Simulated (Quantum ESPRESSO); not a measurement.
**The states of the two spins in Cobalt**

Aim: the densities of states of Cobalt in the lowest state of several starts.

Calculated with Quantum ESPRESSO 7.5; PBEsol; plane waves with GBRV 1.5 PBEsol potentials, no spin-orbit coupling.

### 1. Set-up

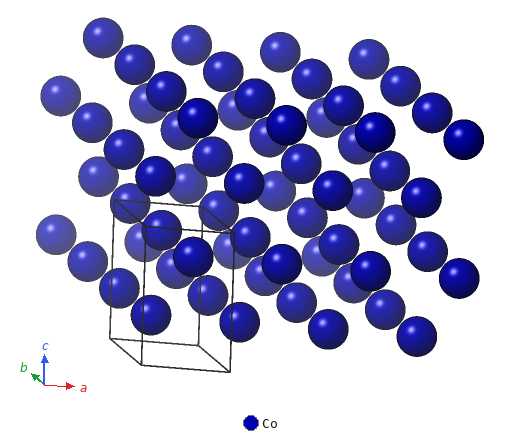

The starting structure, seen slightly off an axis (cobalt blue). 4×4×2 cells are drawn.

The cell comes from the Crystallography Open Database.

### 2. The magnetic state

This state came out lowest in a comparison of starts that is told elsewhere.

File pw.in:

```
&CONTROL
  calculation = 'scf'
  prefix = 'pwscf'
  outdir = './tmp'
  pseudo_dir = './pseudo'
  disk_io = 'low'
/
&SYSTEM
  ibrav = 0
  celldm(1) = 8
  nat = 2
  ntyp = 1
  ecutwfc = 40
  ecutrho = 280
  nbnd = 30
  occupations = 'smearing'
  smearing = 'fd'
  degauss = 0.00734986
  nspin = 2
  starting_magnetization(1) = 0.1176
/
&ELECTRONS
  conv_thr = 4d-09
  electron_maxstep = 150
  mixing_beta = 0.3
/
ATOMIC_SPECIES
Co     58.9332 co_pbesol_v1.2.uspp.F.UPF
CELL_PARAMETERS alat
   0.5922874106108    0.0000000000000    0.0000000000000
  -0.2961437053054    0.5129359439191    0.0000000000000
   0.0000000000000    0.0000000000000    0.9613745443268
ATOMIC_POSITIONS crystal
Co      0.3333333333    0.6666666667    0.2500000000
Co      0.6666666667    0.3333333333    0.7500000000
K_POINTS automatic
12 12 6 0 0 0
```

On the command line:

```sh
> OMP_NUM_THREADS=1 mpirun -n 4 pw.x -nk 4 -in pw.in > pw.out
```

The log of the run:

```text
Program PWSCF v.7.5 starts

     Message from routine setup:
     using ibrav=0 with symmetry is DISCOURAGED, use correct ibrav instead

     K-points division:     npool     =       4
     Subspace diagonalization in iterative solution of the eigenvalue problem:

     bravais-lattice index     =            0
     lattice parameter (alat)  =       8.0000  a.u.
     unit-cell volume          =     149.5403 (a.u.)^3
     number of atoms/cell      =            2
     number of atomic types    =            1
     number of electrons       =        34.00
     number of Kohn-Sham states=           30
     kinetic-energy cutoff     =      40.0000  Ry
     charge density cutoff     =     280.0000  Ry
     scf convergence threshold =      4.0E-09
     mixing beta               =       0.3000
     number of iterations used =            8  plain     mixing
     Exchange-correlation= SLA  PW   PSX  PSC
                           (   1   4  10   8   0   0   0)

     celldm(1)=   8.000000  celldm(2)=   0.000000  celldm(3)=   0.000000
     celldm(4)=   0.000000  celldm(5)=   0.000000  celldm(6)=   0.000000

     crystal axes: (cart. coord. in units of alat)
               a(1) = (   0.592287   0.000000   0.000000 )
               a(2) = (  -0.296144   0.512936   0.000000 )
               a(3) = (   0.000000   0.000000   0.961375 )

     reciprocal axes: (cart. coord. in units 2 pi/alat)
               b(1) = (  1.688370  0.974781 -0.000000 )
               b(2) = (  0.000000  1.949561  0.000000 )
               b(3) = (  0.000000 -0.000000  1.040177 )

     PseudoPot. # 1 for Co read from file:
     co_pbesol_v1.2.uspp.F.UPF
     Pseudo is Ultrasoft + core correction, Zval = 17.0

     atomic species   valence    mass     pseudopotential
     Co               17.00    58.93320     Co( 1.00)

     Starting magnetic structure
     atomic species   magnetization
     Co              0.118

     24 Sym. Ops., with inversion, found (12 have fractional translation)

   Cartesian axes

     site n.     atom                  positions (alat units)
         1        Co     tau(   1) = (  -0.0000000   0.3419573   0.2403436  )
         2        Co     tau(   2) = (   0.2961437   0.1709786   0.7210309  )

     number of k points=    76  Fermi-Dirac smearing, width (Ry)=  0.0073
                       cart. coord. in units 2pi/alat
        k(    1) = (   0.0000000   0.0000000   0.0000000), wk =   0.0011574
        k(    2) = (   0.0000000   0.0000000   0.1733629), wk =   0.0023148
        k(    3) = (   0.0000000   0.0000000   0.3467258), wk =   0.0023148
        k(    4) = (   0.0000000   0.0000000  -0.5200887), wk =   0.0011574
        k(    5) = (   0.0000000   0.1624634   0.0000000), wk =   0.0069444
        [... 71 further k-points ...]

     Dense  grid:    11825 G-vectors     FFT dimensions: (  25,  25,  48)

     Smooth grid:     5191 G-vectors     FFT dimensions: (  20,  20,  32)

     Check: negative core charge=   -0.000055
     Generating pointlists ...
     new r_m :   0.2433 (alat units)  1.9467 (a.u.) for type    1

     Initial potential from superposition of free atoms

     starting charge      32.0000, renormalised to      34.0000
     Starting wfcs are   26 randomized atomic wfcs +    4 random wfcs

     Self-consistent Calculation

     iteration #  1     ecut=    40.00 Ry     beta= 0.30
     Davidson diagonalization with overlap
     ethr =  1.00E-02,  avg # of iterations =  4.7

     total energy              =    -593.18714614 Ry
     estimated scf accuracy    <      15.16951827 Ry

     total magnetization       =     2.13 Bohr mag/cell
     absolute magnetization    =     2.18 Bohr mag/cell

     iteration #  2     ecut=    40.00 Ry     beta= 0.30
     Davidson diagonalization with overlap
     ethr =  1.00E-02,  avg # of iterations =  2.0

     total energy              =    -596.40220318 Ry
     estimated scf accuracy    <       0.76748090 Ry

     total magnetization       =     3.10 Bohr mag/cell
     absolute magnetization    =     3.25 Bohr mag/cell

     [... further iterations left out ...]

     iteration # 10     ecut=    40.00 Ry     beta= 0.30
     Davidson diagonalization with overlap
     ethr =  2.92E-10,  avg # of iterations =  1.5

     total energy              =    -596.54385840 Ry
     estimated scf accuracy    <       0.00000001 Ry

     total magnetization       =     3.39 Bohr mag/cell
     absolute magnetization    =     3.72 Bohr mag/cell

     iteration # 11     ecut=    40.00 Ry     beta= 0.30
     Davidson diagonalization with overlap
     ethr =  3.01E-11,  avg # of iterations =  1.1

     Magnetic moment per site  (integrated on atomic sphere of radius R)
     atom   1 (R=0.243)  charge= 15.6049  magn=  1.7707
     atom   2 (R=0.243)  charge= 15.6049  magn=  1.7707

     End of self-consistent calculation

     Number of k-points >= 100: set verbosity='high' to print the bands.

     the Fermi energy is    17.8530 ev

!    total energy              =    -596.54385844 Ry
     estimated scf accuracy    <          2.2E-09 Ry
     smearing contrib. (-TS)   =      -0.00447951 Ry
     internal energy E=F+TS    =    -596.53937893 Ry

     The total energy is F=E-TS. E is the sum of the following terms:
     one-electron contribution =    -313.41272336 Ry
     hartree contribution      =     177.78359725 Ry
     xc contribution           =     -64.65889275 Ry
     ewald contribution        =    -396.25136006 Ry

     total magnetization       =     3.39 Bohr mag/cell
     absolute magnetization    =     3.72 Bohr mag/cell

     convergence has been achieved in  11 iterations

=------------------------------------------------------------------------------=
   JOB DONE.
=------------------------------------------------------------------------------=
```

Elapsed: 7.5 s, on 4 MPI ranks of Arm Neoverse V2, shared host; peak memory 0.27 GiB; 30 s of CPU time.

Spin moment in the atom's sphere by atom:

| atom | spin moment in the atom's sphere (μB) |
| --- | --- |
| Co1 | 1.77 |
| Co2 | 1.77 |

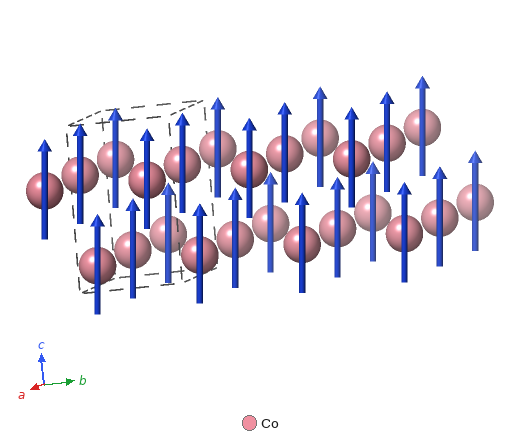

Spin moment in the atom's sphere as arrows, the longest 1.77 μB. Up and down stand for the sign. Arrows give size and sign along the axis of quantisation, drawn up and down the page. 3×4×1 cells are drawn.

This step gave:

```
smearing term TS       : 0.06095 eV
magnetization          : 3.392 μB
absolute magnetization : 3.719 μB
final state            : ferromagnetic
```

### 3. Projected density of states

File projwfc.in:

```
&PROJWFC
  prefix = 'pwscf'
  outdir = './tmp'
  filpdos = 'pdos'
  ngauss = 0
  degauss = 0.01
  DeltaE = 0.05
  Emin = 8.85
  Emax = 22.85
/
```

On the command line:

```sh
> OMP_NUM_THREADS=1 mpirun -n 4 projwfc.x -nk 4 -in projwfc.in > projwfc.out
```

The log of the run:

```text
[banner, memory and clock lines left out]
Program PROJWFC v.7.5 starts

     [... lines left out ...]
     IMPORTANT: XC functional enforced from input :
     Exchange-correlation= PBESOL
                           (   1   4  10   8   0   0   0)
     Any further DFT definition will be discarded
     Please, verify this is what you really want

     G-vector sticks info

     Check: negative core charge=   -0.000055

     Gaussian broadening (read from input): ngauss,degauss=   0    0.010000

     Calling projwave ....

  Problem Sizes
  natomwfc =           26
  nbnd     =           30
  nkstot   =          152
  npwx     =          660
  nkb      =           36

     Atomic states used for projection
     (read from pseudopotential files):

     state #   1: atom   1 (Co ), wfc  1 (l=0 m= 1)
     state #   2: atom   1 (Co ), wfc  2 (l=1 m= 1)
     state #   3: atom   1 (Co ), wfc  2 (l=1 m= 2)
     state #   4: atom   1 (Co ), wfc  2 (l=1 m= 3)
     state #   5: atom   1 (Co ), wfc  3 (l=2 m= 1)
     state #   6: atom   1 (Co ), wfc  3 (l=2 m= 2)
     state #   7: atom   1 (Co ), wfc  3 (l=2 m= 3)
     state #   8: atom   1 (Co ), wfc  3 (l=2 m= 4)
     state #   9: atom   1 (Co ), wfc  3 (l=2 m= 5)
     state #  10: atom   1 (Co ), wfc  4 (l=0 m= 1)
     state #  11: atom   1 (Co ), wfc  5 (l=1 m= 1)
     state #  12: atom   1 (Co ), wfc  5 (l=1 m= 2)
     state #  13: atom   1 (Co ), wfc  5 (l=1 m= 3)
     state #  14: atom   2 (Co ), wfc  1 (l=0 m= 1)
     state #  15: atom   2 (Co ), wfc  2 (l=1 m= 1)
     state #  16: atom   2 (Co ), wfc  2 (l=1 m= 2)
     state #  17: atom   2 (Co ), wfc  2 (l=1 m= 3)
     state #  18: atom   2 (Co ), wfc  3 (l=2 m= 1)
     state #  19: atom   2 (Co ), wfc  3 (l=2 m= 2)
     state #  20: atom   2 (Co ), wfc  3 (l=2 m= 3)
     state #  21: atom   2 (Co ), wfc  3 (l=2 m= 4)
     state #  22: atom   2 (Co ), wfc  3 (l=2 m= 5)
     state #  23: atom   2 (Co ), wfc  4 (l=0 m= 1)
     state #  24: atom   2 (Co ), wfc  5 (l=1 m= 1)
     state #  25: atom   2 (Co ), wfc  5 (l=1 m= 2)
     state #  26: atom   2 (Co ), wfc  5 (l=1 m= 3)

 [... projections of the bands left out ...]

Lowdin Charges:

     Atom #   1: total charge =  16.9799, s =  2.3572, p =  7.1109, d =  7.5118,
                 spin up      =   9.3426, s =  1.1695,
                 spin up      =   9.3426, p =  3.5043, pz=  1.1681, px=  1.1681, py=  1.1681,
                 spin up      =   9.3426, d =  4.6688, dz2=  0.9259, dxz=  0.9390, dyz=  0.9390, dx2-y2=  0.9324, dxy=  0.9324,
                 spin down    =   7.6373, s =  1.1877,
                 spin down    =   7.6373, p =  3.6066, pz=  1.2043, px=  1.2011, py=  1.2011,
                 spin down    =   7.6373, d =  2.8429, dz2=  0.5751, dxz=  0.5630, dyz=  0.5630, dx2-y2=  0.5709, dxy=  0.5709,
                 polarization =   1.7053, s = -0.0183, p = -0.1023, d =  1.8259,
     Atom #   2: total charge =  16.9799, s =  2.3572, p =  7.1109, d =  7.5118,
                 spin up      =   9.3426, s =  1.1695,
                 spin up      =   9.3426, p =  3.5043, pz=  1.1681, px=  1.1681, py=  1.1681,
                 spin up      =   9.3426, d =  4.6688, dz2=  0.9259, dxz=  0.9390, dyz=  0.9390, dx2-y2=  0.9324, dxy=  0.9324,
                 spin down    =   7.6373, s =  1.1877,
                 spin down    =   7.6373, p =  3.6066, pz=  1.2043, px=  1.2011, py=  1.2011,
                 spin down    =   7.6373, d =  2.8429, dz2=  0.5751, dxz=  0.5630, dyz=  0.5630, dx2-y2=  0.5709, dxy=  0.5709,
                 polarization =   1.7053, s = -0.0183, p = -0.1023, d =  1.8259,
     Spilling Parameter:   0.0012
```

Elapsed: 1.2 s, on 4 MPI ranks; peak memory 0.05 GiB; 5 s of CPU time.

The density of states has structure finer than the step of the table below, so its rows give means over 1 eV, whole bins alone (the curve runs from -9.00 to 5.05 eV). Peaks (eV: height): up -4.4: 2.04, -3.5: 2.45, -2.4: 3.17, -0.9: 4.24; down -2.1: 2.18, -0.6: 2.96, 1.2: 3.99, 3.3: 0.577; Co1 d up -4.4: 0.854, -3.5: 1.09, -2.4: 1.49, -0.9: 2.1; Co1 d down -2.1: 0.902, -0.6: 1.35, 1.2: 1.97.

Gaussian broadening of 0.136 eV on the SCF mesh. Table of density of states by energy, zero at the Fermi level; means over each step; values in states/eV/cell:

| energy (eV) | up | down | Co1 d up | Co1 d down |
| --- | --- | --- | --- | --- |
| -8 | 0.0677 | 0.0682 | 3.1e-4 | 1.6e-4 |
| -7 | 0.119 | 0.0993 | 0.00279 | 0.00115 |
| -6 | 0.219 | 0.155 | 0.0196 | 0.00506 |
| -5 | 0.989 | 0.270 | 0.337 | 0.0261 |
| -4 | 1.84 | 0.660 | 0.801 | 0.179 |
| -3 | 2.33 | 1.22 | 1.07 | 0.480 |
| -2 | 2.37 | 1.49 | 1.12 | 0.622 |
| -1 | 2.51 | 2.40 | 1.23 | 1.09 |
| 0 | 0.305 | 1.67 | 0.108 | 0.785 |
| 1 | 0.353 | 2.50 | 0.0833 | 1.23 |
| 2 | 0.238 | 0.458 | 0.0390 | 0.181 |
| 3 | 0.220 | 0.343 | 0.0314 | 0.100 |
| 4 | 0.195 | 0.248 | 0.0232 | 0.0554 |

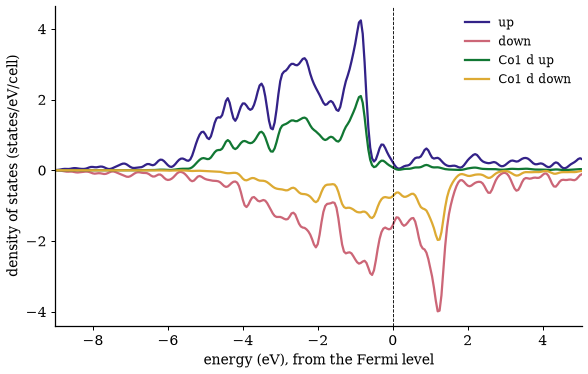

Density of states against energy. Down spins are drawn negative.

### 4. What came out

- state: ferromagnetic
- largest moment in a sphere: 1.77 μB

The most distinct maxima of the density of states (up) lie at -4.40, -3.50, -2.35, -0.85 and 0.90 eV, the highest at -0.853 eV. These are Kohn–Sham states without spin–orbit coupling, on the mesh of the self-consistent run. Energies are free energies at an electronic temperature of 1160 K, which lowers moments and differences where the moments are itinerant.

[Logs and program files are shortened in this print: banners, set-up blocks, solver, clock and traceback lines can be left out without a mark of their own.]

[Logs are printed without paths, hosts, clocks, repeated set-up lines and the standing remarks that a program may print on its own settings, such as how far it seeks lower states.]

[Hosts, paths, dates, database ids (printed as entryN), source tags and the programs' standing remarks are cut or masked in the printed files.]

[Where a cell is said to come from a database of computed structures, the database is the Materials Project.]
